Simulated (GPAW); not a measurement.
# LiRh (P-6m2): the Li K absorption edge, part 3 of 3

How does the Li K edge of LiRh (P-6m2) move when the bonds are compressed or stretched?

GPAW 26.7.0; X-ray absorption from dipole matrix elements to empty bands, plane-wave PAW LDA.

So far. Step 4 (Spectrum with XCH, Li atom 2): The total-energy difference is 55.89 eV. One term is added: -3.34 eV, since the hole is spin-paired here and a spin-polarised one costs that much less in the free atom (computed apart). The photon energy is then 52.55 eV. The tabulated edge of the element is 54.7 eV. The functional leaves an error in such absolute values: in the free atom LDA prices this hole 1.0 eV below PBE (computed apart), and PBE is itself good to a few eV.

### 8. Spectrum with XCH, Li atom 2

Shorter bonds are expected to push antibonding states and scattering resonances up, and longer ones down; the cell is scaled to test that.

Changed against the first core-hole run: volume scale from 1 to 0.94.

Input file xas.py:

```python
import numpy as np
from ase import Atoms
from ase.parallel import parprint, paropen
from gpaw import GPAW, PW, FermiDirac, Mixer, MixerDif, setup_paths
from gpaw.test import gen
setup_paths.insert(0, '.')
gen('Li', name='fch1s', xcname='LDA', corehole=(1, 0, 1), write_xml=True)
from gpaw.mpi import world
world.barrier()

atoms = Atoms('Rh8Li8',
    cell=[[-3.89723503, 2.25006969, 4.23828158],
     [3.89723503, -2.25006969, 4.23828158],
     [2.59815669, 4.50013939, -4.23828158]],
    scaled_positions=[[0.04166667, 0.20833333, 0.25],
     [0.54166667, 0.70833333, 0.25],
     [0.91666667, 0.58333333, 0.5],
     [0.41666667, 0.08333333, 0.5],
     [0.29166667, 0.45833333, 0.75],
     [0.79166667, 0.95833333, 0.75],
     [0.66666667, 0.33333333, 0],
     [0.16666667, 0.83333333, 0],
     [0.25, 0.25, 0],
     [0.75, 0.75, 0],
     [0.125, 0.625, 0.25],
     [0.625, 0.125, 0.25],
     [0.5, 0.5, 0.5],
     [0, 0, 0.5],
     [0.875, 0.375, 0.75],
     [0.375, 0.875, 0.75]],
    pbc=True)
atoms.calc = calc = GPAW(legacy_gpaw=True, mode=PW(500, force_complex_dtype=True), xc='LDA', setups={8: 'fch1s'},
    kpts={'size': (4, 4, 4), 'gamma': True}, occupations=FermiDirac(0.1),
    charge=-1, mixer=Mixer(0.1, 5, 50), maxiter=150,
    convergence={'density': 0.0001, 'eigenstates': 1e-6}, txt='scf.txt')
energy = atoms.get_potential_energy() + calc.get_reference_energy()
ef = calc.get_fermi_level()
out = dict(energy=energy, fermi=ef, forces=atoms.get_forces().tolist())
parprint(f'all-electron energy {energy:.4f} eV, Fermi level {ef:.4f} eV')
ev = np.array([[calc.get_eigenvalues(k, s) for k in range(len(calc.get_ibz_k_points()))] for s in range(calc.get_number_of_spins())])
out['homo'], out['lumo'], out['counts'] = ev[ev < ef].max(), ev[ev > ef].min(), sorted(set((ev < ef).sum((0, 2)).tolist()))
out['filled'] = (ev[:, 0] < ef).sum(1).tolist()

from ase.units import Ha
from gpaw.xas import dipole_matrix_elements
nb = int(calc.get_number_of_electrons() / 2) + 161
top, nb = nb, nb + 8 + nb // 12
nscf = calc.fixed_density(kpts={'size': (5, 5, 5), 'gamma': True}, nbands=nb,
    convergence={'bands': top, 'eigenstates': 5e-3}, maxiter=60, txt='nscf.txt')
cell = atoms.cell.array
ops = [cell.T @ U.T @ np.linalg.inv(cell.T) for U in nscf.wfs.kd.symmetry.op_scc]
E = np.arange(-6, 34, 0.1)
fwhm = np.interp(E, [4, 25], [0.9, 3.5])
Y, X, zero, highest = 0, 0, 1e9, 1e9
for spin in range(nscf.get_number_of_spins()):
    wfs = nscf.wfs
    mine = wfs.bd.get_slice()  # this rank's bands
    A = dipole_matrix_elements(wfs.setups[8])
    eps = np.zeros((wfs.kd.nibzkpts, nb))
    d = np.zeros((3, A.shape[1], wfs.kd.nibzkpts, nb), complex)
    for kpt in wfs.kpt_u:
        if kpt.s == spin and 8 in kpt.P_ani:
            eps[kpt.k, mine] = kpt.eps_n * Ha
            d[:, :, kpt.k, mine] = (kpt.weight * wfs.nspins / 2) ** 0.5 * np.inner(A, kpt.P_ani[8])
    world.sum(eps)
    world.sum(d)
    T = np.einsum('amkn,bmkn->abkn', d, d.conj()).real
    T = sum(np.einsum('ai,ijkn,bj->abkn', R, T, R) for R in ops) / len(ops)
    empty = eps > ef
    zero, highest = min(zero, eps[empty].min()), min(highest, eps[:, top - 1].min())
    lines = [(eps, T, empty)] if spin == 0 else lines + [(eps, T, empty)]
for eps, T, empty in lines:
    f = np.einsum('aakn->akn', T).reshape(3, -1)
    x = eps.ravel() - zero
    w = np.interp(x, E, fwhm) / 2.35482
    g = np.exp(-0.5 * ((E[:, None] - x) / w) ** 2) / (w * (2 * np.pi) ** 0.5)
    Y = Y + (f * empty.ravel()) @ g.T
    X = X + (f * ~empty.ravel()) @ g.T
out.update(E=E.round(2).tolist(), xas=Y.tolist(), xes=X.tolist(), zero=zero, valid=highest - zero, nk=len(eps), nb=nb)
for i in range(0, len(E), 10):
    parprint(f'{E[i]:7.2f}', *(f'{v:10.3e}' for v in Y[:, i]))
import json
with paropen('out.json', 'w') as f:
    json.dump(out, f)
```

Command:

```bash
$ OMP_NUM_THREADS=1 mpirun -n 4 gpaw python xas.py
```

Numbers of over 12 decimals in the logs are rounded to 6 here.

Log:

```text
Input parameters:
  charge: -1
  convergence: {density: 0.0001,
                eigenstates: 1e-06}
  kpts: {gamma: True,
         size: (4, 4, 4)}
  maxiter: 150
  mixer: {backend: pulay,
          beta: 0.1,
          method: separate,
          nmaxold: 5,
          weight: 50}
  mode: {ecut: 500.0,
         force_complex_dtype: True,
         name: pw}
  occupations: {fixmagmom: False,
[...]
*p    :     0.626952
*d    :     0.000000
--------------------------------

Diagonalizing with gridspacing h=0.050

state   all-electron     PAW
-------------------------------
2s:      -0.451969    -0.451984
2p:      -0.373048    -0.373160
*d:                   -0.093511
*f:                   -0.020693
-------------------------------
all-electron energy -1041703.0892 eV, Fermi level 7.0653 eV
[...]
32.00  1.273e-03  1.283e-03  1.769e-03
  33.00  1.320e-03  1.332e-03  1.495e-03
[key lines of the parts left out:]
Converged after 18 iterations.
Dipole moment: (0.418799, -0.241793, -0.102820) |e|*Ang
Free energy:   -100.756721
Fermi level: 7.06533
```

Wall time 13 min (4 MPI ranks of Arm Neoverse N1, shared host); peak memory 0.92 GiB.

```tsv
E (eV)	first run	this run
-2.0	0.00	0.00
-1.0	0.00	0.00
0.0	0.14	0.15
1.0	1.00	1.00
2.0	1.46	1.45
3.0	0.89	0.90
4.0	0.59	0.58
5.0	0.84	0.85
6.0	0.75	0.68
7.0	1.38	1.23
8.0	1.27	1.30
9.0	1.26	1.22
10.0	1.31	1.25
11.0	1.61	1.41
12.0	1.77	1.74
13.0	1.37	1.61
14.0	0.90	1.12
15.0	0.71	0.78
16.0	0.71	0.69
17.0	0.64	0.68
18.0	0.53	0.58
19.0	0.53	0.50
20.0	0.59	0.52
21.0	0.61	0.58
22.0	0.58	0.59
23.0	0.55	0.57
24.0	0.53	0.54
25.0	0.52	0.52
26.0	0.52	0.51
27.0	0.54	0.52
28.0	0.55	0.54
29.0	0.55	0.55
30.0	0.55	0.55
31.0	0.54	0.54
32.0	0.52	0.52
```

Against the first run the r.m.s. difference is 9 %. The highest intensity below 16 eV goes from 11.8 eV (1.79) to 12.3 eV (1.77).

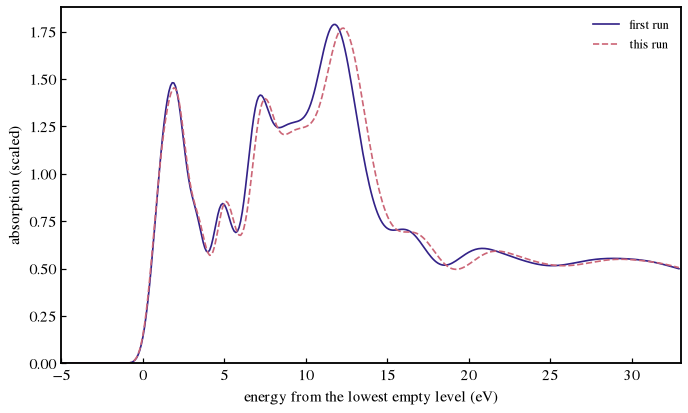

The effect of the change (volume scale from 1 to 0.94).

The photon energy of the zero moves by -0.10 eV.

### 9. Supercell without a hole, the energy reference

The cell changes for the next run, so it gets a reference energy of its own.

The cell differs from the one that the last finished run ended in (a 6.182 → 6.434 Å, b 6.182 → 6.434 Å, c 6.706 → 6.980 Å).

Input file scf.py:

```python
import numpy as np
from ase import Atoms
from ase.parallel import parprint, paropen
from gpaw import GPAW, PW, FermiDirac, Mixer, MixerDif, setup_paths
from gpaw.test import gen
setup_paths.insert(0, '.')
gen('Li', name='nch1s', xcname='LDA', corehole=(1, 0, 0), write_xml=True)
from gpaw.mpi import world
world.barrier()

atoms = Atoms('Rh8Li8',
    cell=[[-4.05647934, 2.34200944, 4.41146133],
     [4.05647934, -2.34200944, 4.41146133],
     [2.70431956, 4.68401887, -4.41146133]],
    scaled_positions=[[0.04166667, 0.20833333, 0.25],
     [0.54166667, 0.70833333, 0.25],
     [0.91666667, 0.58333333, 0.5],
     [0.41666667, 0.08333333, 0.5],
     [0.29166667, 0.45833333, 0.75],
     [0.79166667, 0.95833333, 0.75],
     [0.66666667, 0.33333333, 0],
     [0.16666667, 0.83333333, 0],
     [0.25, 0.25, 0],
     [0.75, 0.75, 0],
     [0.125, 0.625, 0.25],
     [0.625, 0.125, 0.25],
     [0.5, 0.5, 0.5],
     [0, 0, 0.5],
     [0.875, 0.375, 0.75],
     [0.375, 0.875, 0.75]],
    pbc=True)
atoms.calc = calc = GPAW(legacy_gpaw=True, mode=PW(500, force_complex_dtype=True), xc='LDA', setups={8: 'nch1s'},
    kpts={'size': (4, 4, 4), 'gamma': True}, occupations=FermiDirac(0.1),
    charge=0, mixer=Mixer(0.1, 5, 50), maxiter=150,
    convergence={'density': 0.0001, 'eigenstates': 1e-6}, txt='scf.txt')
energy = atoms.get_potential_energy() + calc.get_reference_energy()
ef = calc.get_fermi_level()
out = dict(energy=energy, fermi=ef, forces=atoms.get_forces().tolist())
parprint(f'all-electron energy {energy:.4f} eV, Fermi level {ef:.4f} eV')
ev = np.array([[calc.get_eigenvalues(k, s) for k in range(len(calc.get_ibz_k_points()))] for s in range(calc.get_number_of_spins())])
out['homo'], out['lumo'], out['counts'] = ev[ev < ef].max(), ev[ev > ef].min(), sorted(set((ev < ef).sum((0, 2)).tolist()))
out['filled'] = (ev[:, 0] < ef).sum(1).tolist()
import json
with paropen('out.json', 'w') as f:
    json.dump(out, f)
```

Command:

```bash
$ OMP_NUM_THREADS=1 mpirun -n 4 gpaw python scf.py
```

Log:

```text
Input parameters:
  convergence: {density: 0.0001,
                eigenstates: 1e-06}
  kpts: {gamma: True,
         size: (4, 4, 4)}
  maxiter: 150
  mixer: {backend: pulay,
          beta: 0.1,
          method: separate,
          nmaxold: 5,
          weight: 50}
  mode: {ecut: 500.0,
         force_complex_dtype: True,
         name: pw}
  occupations: {fixmagmom: False,
                name: fermi-dirac,
[...]
2s(1) :    -0.105610     0.995217
*s    :     0.894390
2p(0) :    -0.041382     0.995581
*p    :     0.958618
*d    :     0.000000
--------------------------------

Diagonalizing with gridspacing h=0.050

state   all-electron     PAW
-------------------------------
2s:      -0.105610    -0.105589
2p:      -0.041382    -0.041286
*d:                    0.026692
*f:                    0.061621
-------------------------------
all-electron energy -1041758.0383 eV, Fermi level 5.5019 eV
[key lines of the parts left out:]
Converged after 16 iterations.
Dipole moment: (0.577758, -0.333569, 0.003346) |e|*Ang
Free energy:    -88.353987
Fermi level: 5.50187
```

The job ended after 4.1 min (4 MPI ranks; peak memory 0.42 GiB).

Reference energy: -1041758.038 eV with the cores included.

### 10. Spectrum with XCH, Li atom 2

Shorter bonds are expected to push antibonding states and scattering resonances up, and longer ones down; the cell is scaled to test that.

Changed against the first core-hole run: volume scale from 1 to 1.06.

xas.py: that of step 8 with these lines changed.

```diff
@@ -11,5 +11,5 @@
 atoms = Atoms('Rh8Li8',
-    cell=[[-3.89723503, 2.25006969, 4.23828158],
-     [3.89723503, -2.25006969, 4.23828158],
-     [2.59815669, 4.50013939, -4.23828158]],
+    cell=[[-4.05647934, 2.34200944, 4.41146133],
+     [4.05647934, -2.34200944, 4.41146133],
+     [2.70431956, 4.68401887, -4.41146133]],
     scaled_positions=[[0.04166667, 0.20833333, 0.25],
@@ -45,3 +45,3 @@
 from gpaw.xas import dipole_matrix_elements
-nb = int(calc.get_number_of_electrons() / 2) + 161
+nb = int(calc.get_number_of_electrons() / 2) + 176
 top, nb = nb, nb + 8 + nb // 12
```

Command:

```bash
$ OMP_NUM_THREADS=1 mpirun -n 4 gpaw python xas.py
```

Log:

```text
Input parameters:
  charge: -1
  convergence: {density: 0.0001,
                eigenstates: 1e-06}
  kpts: {gamma: True,
         size: (4, 4, 4)}
  maxiter: 150
  mixer: {backend: pulay,
          beta: 0.1,
          method: separate,
          nmaxold: 5,
          weight: 50}
  mode: {ecut: 500.0,
         force_complex_dtype: True,
         name: pw}
  occupations: {fixmagmom: False,
[...]
*p    :     0.626952
*d    :     0.000000
--------------------------------

Diagonalizing with gridspacing h=0.050

state   all-electron     PAW
-------------------------------
2s:      -0.451969    -0.451984
2p:      -0.373048    -0.373160
*d:                   -0.093511
*f:                   -0.020693
-------------------------------
all-electron energy -1041702.0311 eV, Fermi level 5.7149 eV
[...]
32.00  1.508e-03  1.507e-03  1.356e-03
  33.00  1.474e-03  1.472e-03  1.261e-03
[key lines of the parts left out:]
Converged after 19 iterations.
Dipole moment: (0.572681, -0.330637, -0.074586) |e|*Ang
Free energy:    -99.731085
Fermi level: 5.71495
```

Run time: 18 min. Hardware: 4 MPI ranks; peak memory 1 GiB; 73 min of CPU time.

```tsv
E (eV)	first run	this run
-2.0	0.00	0.00
-1.0	0.00	0.00
0.0	0.14	0.13
1.0	1.00	1.01
2.0	1.46	1.46
3.0	0.89	0.88
4.0	0.59	0.62
5.0	0.84	0.79
6.0	0.75	0.90
7.0	1.38	1.43
8.0	1.27	1.28
9.0	1.26	1.30
10.0	1.31	1.43
11.0	1.61	1.77
12.0	1.77	1.63
13.0	1.37	1.12
14.0	0.90	0.77
15.0	0.71	0.71
16.0	0.71	0.70
17.0	0.64	0.59
18.0	0.53	0.54
19.0	0.53	0.58
20.0	0.59	0.62
21.0	0.61	0.60
22.0	0.58	0.56
23.0	0.55	0.53
24.0	0.53	0.52
25.0	0.52	0.52
26.0	0.52	0.53
27.0	0.54	0.55
28.0	0.55	0.56
29.0	0.55	0.56
30.0	0.55	0.56
31.0	0.54	0.54
32.0	0.52	0.52
```

Against the first run the r.m.s. difference is 9 %. The highest intensity below 16 eV goes from 11.8 eV (1.79) to 11.3 eV (1.80).

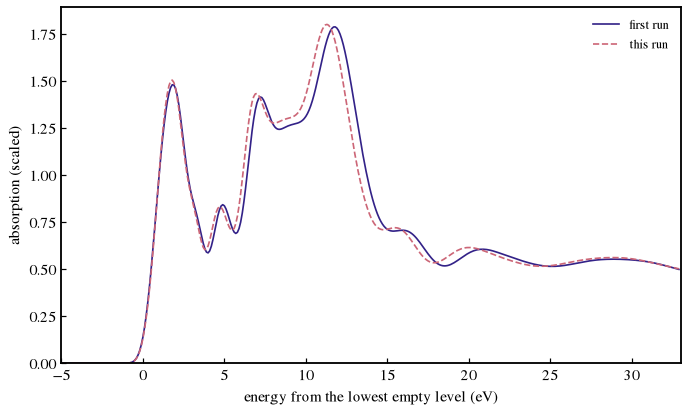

The effect of the change (volume scale from 1 to 1.06).

The photon energy of the zero moves by +0.11 eV.

### 11. The volumes side by side

```tsv
volume	nearest distance (Å)	shift of the zero (eV)	maximum 1 (eV above own zero)	maximum 2 (eV above own zero)	maximum 3 (eV above own zero)	maximum 4 (eV above own zero)
0.91	2.568	-0.15	1.9	5.2	7.6	12.6
0.94	2.596	-0.10	1.9	5.1	7.5	12.3
1	2.650	+0.00	1.8	4.9	7.2	11.8
1.06	2.702	+0.11	1.8	4.7	7.0	11.3
```

The curves, each shifted by its zero's change so that they share one photon-energy axis, counted from the zero at V × 1:

```tsv
E (eV)	V × 0.91	V × 0.94	V × 1	V × 1.06
-2.0	0.00	0.00	0.00	0.00
-1.0	0.00	0.00	0.00	0.00
0.0	0.23	0.21	0.14	0.09
1.0	1.12	1.09	1.00	0.88
2.0	1.39	1.43	1.46	1.49
3.0	0.88	0.87	0.89	0.92
4.0	0.58	0.57	0.59	0.61
5.0	0.85	0.85	0.84	0.82
6.0	0.66	0.69	0.75	0.83
7.0	1.23	1.29	1.38	1.43
8.0	1.29	1.28	1.27	1.28
9.0	1.19	1.22	1.26	1.30
10.0	1.23	1.25	1.31	1.39
11.0	1.36	1.44	1.61	1.74
12.0	1.70	1.76	1.77	1.68
13.0	1.65	1.57	1.37	1.17
14.0	1.18	1.07	0.90	0.80
15.0	0.81	0.76	0.71	0.71
16.0	0.69	0.69	0.71	0.71
17.0	0.67	0.67	0.64	0.60
18.0	0.59	0.57	0.53	0.53
19.0	0.49	0.50	0.53	0.58
20.0	0.50	0.53	0.59	0.61
21.0	0.55	0.58	0.61	0.60
22.0	0.58	0.59	0.58	0.57
23.0	0.57	0.56	0.55	0.54
24.0	0.54	0.54	0.53	0.52
25.0	0.52	0.52	0.52	0.52
26.0	0.51	0.52	0.52	0.53
27.0	0.52	0.53	0.54	0.55
28.0	0.53	0.54	0.55	0.56
29.0	0.54	0.55	0.55	0.56
30.0	0.55	0.55	0.55	0.56
31.0	0.54	0.54	0.54	0.54
32.0	0.52	0.52	0.52	0.52
```

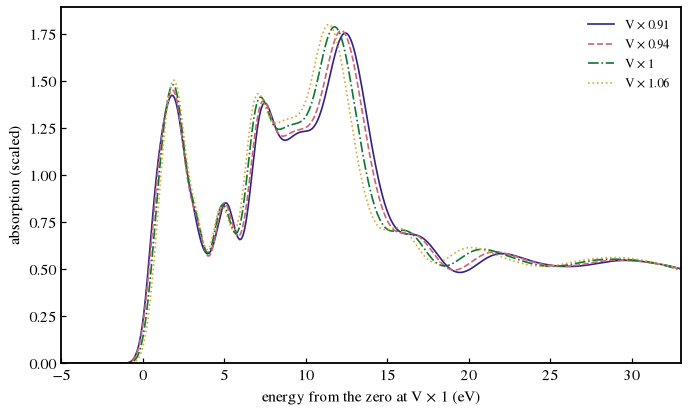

The edge at each volume, on one photon-energy scale.

### 12. Results

| Item | Value |
| --- | --- |
| absorber and edge | Li K, atom 2 of the ground-state input (counted from 1) |
| surroundings | 6 Rh at 2.65 Å and 6 Li at 2.65 Å (anticuboctahedral, as in hcp, site symmetry -6m2) |
| highest intensity below 16 eV | 11.8 eV above the zero, height 1.79 |
| photon energy of the zero, with the added terms | 52.6 eV (raw 55.9 eV; LDA puts this hole about 1 eV below PBE, itself good to a few eV) |

What this shows: From V × 0.91 to V × 1.06 the nearest distance grows by 0.134 Å and the zero moves by +0.26 eV. Above their own zero, the maxima move from 1.9 to 1.8 eV, from 5.2 to 4.7 eV, from 7.6 to 7.0 eV and from 12.6 to 11.3 eV. The one highest in energy moves most, in the direction that the rule ΔE·R² ≈ constant for scattering resonances gives. The meshes differ between volumes, which adds to the changes. The Li K edge of atom 2, with 6 Rh at 2.65 Å and 6 Li at 2.65 Å (anticuboctahedral, as in hcp, site symmetry -6m2), has its highest intensity of the first 16 eV at 11.8 eV above the zero, near 64 eV in photon energy (LDA puts this hole about 1 eV below PBE, itself good to a few eV), 1.8 times the mean level of the first 20 eV (Gaussian full width 0.9 eV up to 4 eV, rising linearly to 3.5 eV at 25 eV). At the Li K edge of atom 2 polarisation matters most near 1.5 eV, where the curves differ by 1.2 on this scale. The holes are only 6.3 Å apart, so the shape is probably not converged with cell size; no larger cell was run here. The mesh is coarse (0.24 Å⁻¹ between points), so small maxima may be mesh ripples. The structure is a computed Materials Project entry and may be a hypothetical form.

[Banner, clock and machine lines of the logs are left out without a mark of their own.]

[Logs are printed without paths, hosts, clocks, repeated set-up lines and the standing remarks that a program may print on its own settings, such as how far it seeks lower states.]

[Hosts, paths, dates, database ids (printed as entryN), source tags and the programs' standing remarks are cut or masked in the printed files.]

[Lists of maxima count a maximum above −3 eV only where it reaches 4 % of the highest in the window and stands out from its surroundings by 2 % of it (1.5 % where it reaches 55 %); shoulders and weaker maxima are passed over, and of the rest the first, up to two pre-edge ones and the few strongest are named.]
